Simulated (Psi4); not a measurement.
**BLYP/cc-pVDZ run of GaH2OF (SMILES [OH][GaH][F])**

What is the vertical singlet–triplet gap of GaH2OF at BLYP/cc-pVDZ? 

The calculation is run with Psi4 1.11.

## Step 1: The molecule

GaH2OF: 5 atoms, total charge 0, spin state singlet. SMILES: `[OH][GaH][F]`. The coordinates come from a PBE0-D4/def2-TZVP relaxation. This is one conformer, not always the lowest.

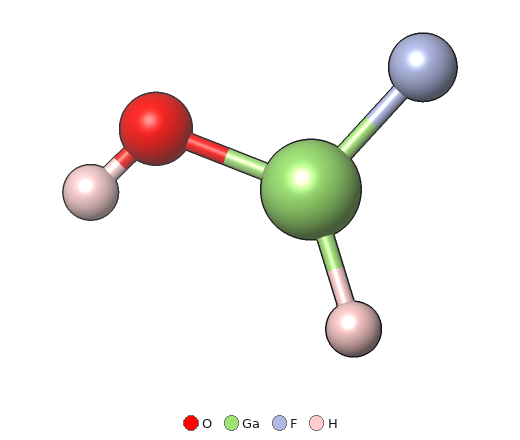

The structure, seen from a chosen angle (oxygen red, gallium green, fluorine light blue, hydrogen pink).

## Step 2: Energy and gradient at BLYP/cc-pVDZ

Input file fgah2o.inp:

```
memory 2200 mb

molecule {
  0 1
  O
  Ga 1 r2
  F 2 r3 1 a3
  H 1 r4 2 a4 3 d4
  H 2 r5 3 a5 1 d5

  r2 = 1.771341
  r3 = 1.746178
  a3 = 111.14217
  r4 = 0.959425
  a4 = 114.45664
  d4 = -179.98694
  r5 = 1.54499
  a5 = 120.04423
  d5 = -179.99747
  units angstrom
  symmetry c1
}

set {
  puream               true
  e_convergence        1e-09
  d_convergence        1e-08
  scf_type             pk
  dft_radial_points    99
  dft_spherical_points 590
}

e, wfn = gradient("blyp/cc-pVDZ", return_wfn=True)
```

Command:

```sh
$ psi4 -n 1 fgah2o.inp fgah2o.out
```

fgah2o.out:

```text
[...]
  Running in c1 symmetry.
[...]
  Nuclear repulsion =  198.339106468421306
[...]
  Multiplicity = 1
[...]
  Nalpha       = 25
  Nbeta        = 25
[...]
    Number of basis functions: 65
[...]
   @RKS iter   1: -2100.52853134437555   -3.02242e+00   1.68543e-02 ADIIS/DIIS
[...]
   @RKS iter  12: -2101.19915666942143    4.54747e-13   4.15127e-09 DIIS
[...]
    Orbital Energies [Eh]
    ---------------------
    Doubly Occupied:
       1A   -371.110085     2A    -45.404804     3A    -40.261725
       4A    -40.257454     5A    -40.256982     6A    -24.255659
       7A    -18.795798     8A     -5.301875     9A     -3.636759
      10A     -3.627795    11A     -3.626735    12A     -1.015949
      13A     -0.899773    14A     -0.767713    15A     -0.766221
      16A     -0.764903    17A     -0.759469    18A     -0.752934
      19A     -0.452264    20A     -0.385363    21A     -0.330442
      22A     -0.312813    23A     -0.304474    24A     -0.272607
      25A     -0.265586
[...]
  @RKS Final Energy: -2101.19915666942143
   => Energetics <=
    Nuclear Repulsion Energy =            198.3391064684213063
    One-Electron Energy =               -3322.8368579265743392
    Two-Electron Energy =                1118.2125667594677907
    DFT Exchange-Correlation Energy =     -94.9139719707362275
    Empirical Dispersion Energy =           0.0000000000000000
    VV10 Nonlocal Energy =                  0.0000000000000000
    Total Energy =                      -2101.1991566694214271
[...]
 Multipole Moments:
 ------------------------------------------------------------------------------------
     Multipole            Electronic (a.u.)      Nuclear  (a.u.)        Total (a.u.)
 ------------------------------------------------------------------------------------
 L = 1.  Multiply by 2.5417464519 to convert [e a0] to [Debye]
 Dipole X            :         -0.0001706            0.0002558            0.0000851
 Dipole Y            :         -0.7379699            1.9566879            1.2187180
 Dipole Z            :          2.5234735           -2.6581286           -0.1346551
 Magnitude           :                                                    1.2261344
[...]
  -Total Gradient:
     Atom            X                  Y                   Z
    ------   -----------------  -----------------  -----------------
       1        0.000002662173     0.018225530456     0.013423096188
       2       -0.000002641596    -0.016602182036    -0.009263431977
       3        0.000001546720     0.019815702242    -0.007433718577
       4       -0.000002063041    -0.017337551400     0.007293530685
       5        0.000000508687    -0.004029811872    -0.003924982277
[...]
```

Run time: 51 s. Hardware: 1 thread of Intel Xeon Platinum 8259CL at 2.50GHz (Skylake/Cascade Lake), shared host; peak memory 0.9 GiB.

## Step 3: The triplet at the same level

Input file calc.in:

```
memory 2.2 GB

molecule system {
  0 3
  O     -2.13614641    -1.11248177    -0.53630427
  Ga     0.72508791     0.53006818     0.02947973
  F      0.82826696     3.35955510    -1.66522666
  H     -2.28770245    -2.68473391     0.35375673
  H      2.96498029    -0.23168042     1.74024879
  units au
  symmetry c1
  no_reorient
  no_com
}

set {
  basis cc-pVDZ
  reference uks
  puream true
  e_convergence 1e-09
  d_convergence 1e-08
  scf_type pk
  dft_radial_points 99
  dft_spherical_points 590
  maxiter 100
}

gradient('blyp')
print_variables()
```

Command:

```sh
$ psi4 -i calc.in -o calc.out -n 1
```

calc.out:

```text
[...]
  Running in c1 symmetry.
[...]
  Nuclear repulsion =  198.339104522088945
[...]
  Multiplicity = 3
[...]
  Nalpha       = 26
  Nbeta        = 24
[...]
    Number of basis functions: 65
[...]
   @UKS iter   1: -2099.94335210510690   -2.43724e+00   1.98075e-02 ADIIS/DIIS
[...]
   @UKS iter  29: -2100.98126143543823   -4.54747e-12   2.85831e-09 DIIS
[...]
   @S^2 Observed:                2.003874624E+00
[...]
    Orbital Energies [Eh]
    ---------------------
    Alpha Occupied:
       1A   -371.110760     2A    -45.406852     3A    -40.260959
       4A    -40.260935     5A    -40.260107     6A    -24.284421
       7A    -18.846329     8A     -5.302258     9A     -3.631771
      10A     -3.631044    11A     -3.629691    12A     -1.043365
      13A     -0.946515    14A     -0.771745    15A     -0.764848
      16A     -0.763531    17A     -0.762835    18A     -0.760539
      19A     -0.482618    20A     -0.425927    21A     -0.368661
      22A     -0.350727    23A     -0.333759    24A     -0.329010
      25A     -0.301979    26A     -0.072642
    Alpha Virtual:
[...]
  @UKS Final Energy: -2100.98126143543823
   => Energetics <=
    Nuclear Repulsion Energy =            198.3391045220889453
    One-Electron Energy =               -3322.0381329530669063
    Two-Electron Energy =                1117.5789602468748853
    DFT Exchange-Correlation Energy =     -94.8611932513348535
    Empirical Dispersion Energy =           0.0000000000000000
    VV10 Nonlocal Energy =                  0.0000000000000000
    Total Energy =                      -2100.9812614354382276
[...]
 Multipole Moments:
 ------------------------------------------------------------------------------------
     Multipole            Electronic (a.u.)      Nuclear  (a.u.)        Total (a.u.)
 ------------------------------------------------------------------------------------
 L = 1.  Multiply by 2.5417464519 to convert [e a0] to [Debye]
 Dipole X            :        -13.3377627           13.5202344            0.1824717
 Dipole Y            :        -35.7178423           34.8518410           -0.8660013
 Dipole Z            :         16.9075437          -16.2695970            0.6379467
 Magnitude           :                                                    1.0909767
[...]
  -Total Gradient:
     Atom            X                  Y                   Z
    ------   -----------------  -----------------  -----------------
       1        0.050627518130     0.014527956957     0.019020505622
       2        0.005470639692    -0.018901474323     0.014769425352
       3       -0.011617361681    -0.050033172455     0.024535274511
       4        0.012783847737     0.035965314086    -0.015216042112
       5       -0.057159674430     0.018435077603    -0.043047187609
[...]
```

Wall time 71 s (1 thread of Intel Xeon Platinum 8259CL at 2.50GHz (Skylake/Cascade Lake), shared host); peak memory 0.9 GiB.

## Step 4: Outcome

At BLYP/cc-pVDZ:

```
                                        quantity           value
                           singlet: total energy  -2101.19916 Eh
                          singlet: dipole moment          3.12 D
                            singlet: HOMO energy        -7.23 eV
                            singlet: LUMO energy        -1.49 eV
                          singlet: HOMO–LUMO gap         5.74 eV
               singlet: largest force on an atom      1.164 eV/Å
                           triplet: total energy  -2100.98126 Eh
                          triplet: dipole moment          2.77 D
     triplet: HOMO energy (highest over α and β)        -1.98 eV
                                   triplet: ⟨S²⟩           2.004
               triplet: largest force on an atom      3.800 eV/Å
vertical energy of the triplet above the singlet        5.929 eV
```

In words: At this shape the triplet lies 5.93 eV (572 kJ/mol) above the singlet. The largest force (singlet) is 1.16 eV/Å: the shape isn't a stationary point for this species at this level.
